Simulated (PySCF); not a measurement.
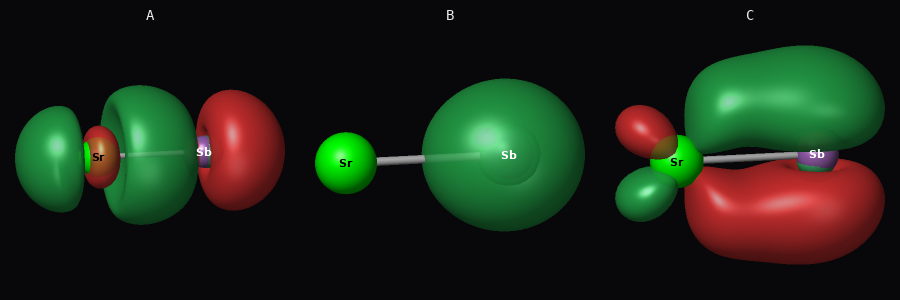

SrSb (charge +1, triplet). Three frontier β-spin orbitals, each drawn at the value that holds 80 % of its norm (green and red are the two phases), in no order; of a degenerate pair one member is drawn.

Core potentials replace the inner electrons of Sr and Sb.

Theory: PySCF 2.14.0, PBE0/def2-SVP, non-relativistic Hamiltonian with scalar-relativistic core potentials where named, at a bond length of 3.146 Å.

**Name the orbitals and rank them from lowest to highest energy.**

Orbital B: σ, occupied in this spin, −16.50 eV; mainly on Sb (95 %).
Orbital A: σ, occupied in this spin, −9.34 eV; shared between the atoms (Sr 35 %, Sb 65 %).
Orbital C: π, empty in this spin, −6.67 eV; mainly on Sb (75 %).
